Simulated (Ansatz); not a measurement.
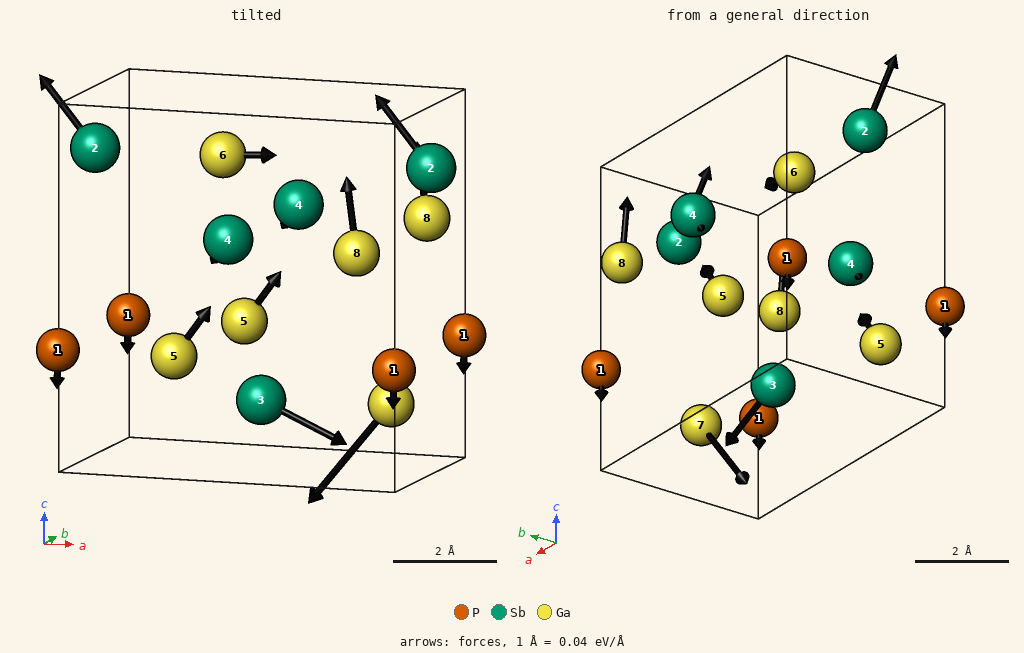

An orthographic spheres-only view of the structure, slightly off an axis and from a general direction. Thin lines show the simulation cell, with boundary atoms drawn in all their periodic places. The arrows are the computed forces on the atoms.

System: Ga$_{4}$Sb$_{3}$P. The calculation used DFT, HSE06, plane waves, PAW in Ansatz 0.2.0, with plane waves up to 420 eV, the zone sampled with 2×4×2 points, Fermi-Dirac smearing of 0.02 eV, no spin polarisation.

### Is the structure at rest?

No. The atoms still feel forces of up to about 0.091 eV/Å, above a usual threshold of 0.01 to 0.03 eV/Å.

### Which atom feels the largest force?

Ga7, about 0.091 eV/Å.

The structure comes from a structure type filled with these elements by a generator (whether the compound takes this form wasn't checked). Earlier steps of the study may have refined or changed the cell and positions. It went into a calculation with Ansatz.
